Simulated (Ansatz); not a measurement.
# AlClH$_{5}$NO: what the fields show

Input file:

```
crystal:
  periodic: [false, false, false]
  atoms:
    - { symbol: Al, position_ang: [0.044204, 0.292471, 0.125112] }
    - { symbol: "N", position_ang: [0.041788, 0.136934, 1.984001] }
    - { symbol: H, position_ang: [-0.789337, 0.253077, 2.53185] }
    - { symbol: H, position_ang: [0.846241, 0.378714, 2.534014] }
    - { symbol: Cl, position_ang: [1.855803, 0.83818, -0.80411] }
    - { symbol: H, position_ang: [-1.294067, 0.200468, -0.675468] }
    - { symbol: O, position_ang: [0.415616, -2.588101, 0.728808] }
    - { symbol: H, position_ang: [-0.31474, -3.189178, 0.698573] }
    - { symbol: H, position_ang: [0.297991, -2.065766, 1.54152] }
basis:
  gaussian: { orbitals: def2-SVP }
hamiltonian:
  xc: hf
relax:
  f_tol: 0.03
  max_steps: 50
output:
  orbitals: {}
```

Command:

```sh
ansatz run input.yaml --threads 1 --pin off --max-ram 2048MiB --backend cpu --events-out ev --progress --plain --runs-dir out
```

The fields are those of the run's last geometry, not of the input's.

The calculation used RHF/def2-SVP in Ansatz.

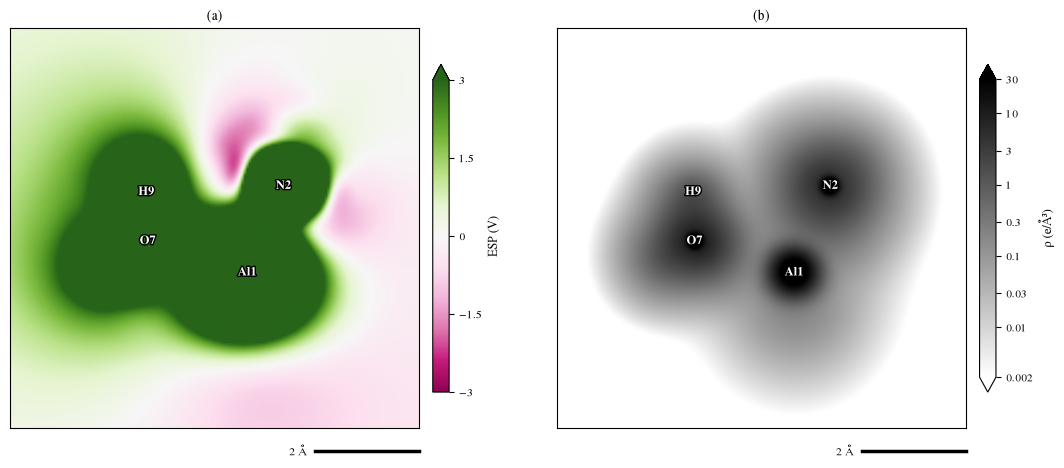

Figure 1. (a) electrostatic potential; (b) total electron density on the plane of atoms N2, Al1 and O7.

**Describe what can be read from this map.**

The section cuts through Al, N, O and H sites. Al–N (1.80 Å): the density is about 0.82 e/Å³ at the midpoint. Al–O (2.00 Å): ρ at the midpoint is about 0.39 e/Å³. O–H (0.95 Å): the density is about 3.9 e/Å³ at the midpoint. Outside the dense part of the molecule the potential is most negative (−1.9 V) near N2.

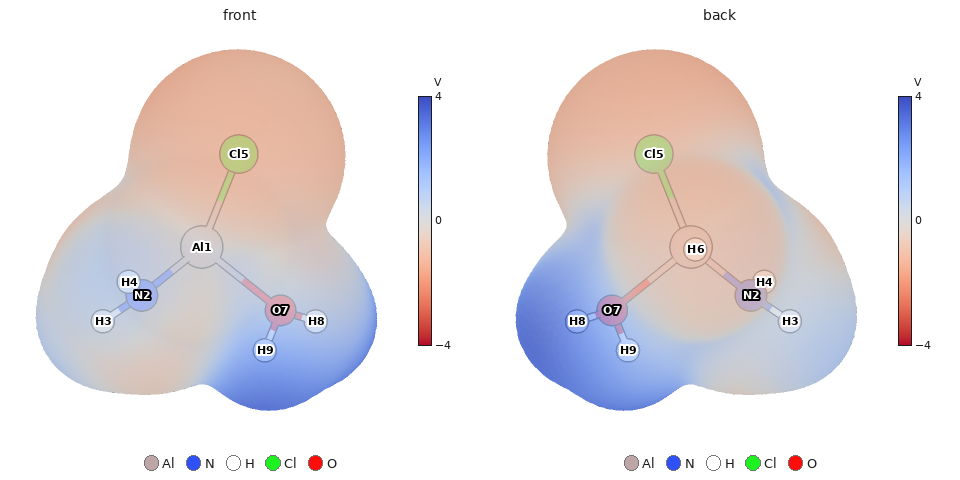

Figure 2. The molecular electrostatic potential painted on the density surface at 0.001 e/bohr³, seen from the front and from behind; red is negative and blue positive.

**Describe the electrostatic potential map.**

The most negative region (about −1.3 V) lies over Cl5, the most positive (about +3.4 V) over H8.

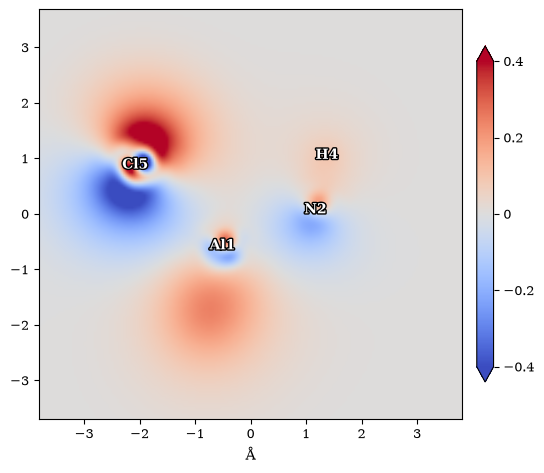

Figure 3. The HOMO−1 on the plane of atoms N2, Al1 and Cl5 (values in Å⁻³ᐟ²; the overall sign is arbitrary).

**What is the character of this orbital?**

Its weight (Hirshfeld) is mainly on Cl5 (about 60 %), H6 (about 20 %), Al1 (about 15 %) and N2 (about 5 %). Its energy is −11.09 eV.

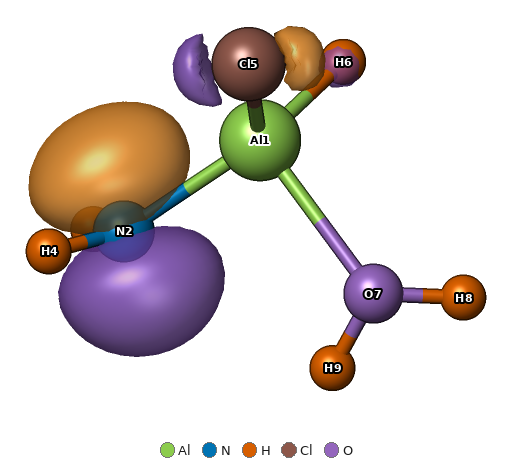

Figure 4. The HOMO at ±0.2 Å⁻³ᐟ² (orange and purple are the two phases), seen at a tilt.

**What is the character of this orbital?**

Its weight (Hirshfeld) is mainly on N2 (about 65 %) and Cl5 (about 10 %). Its energy is −10.36 eV.
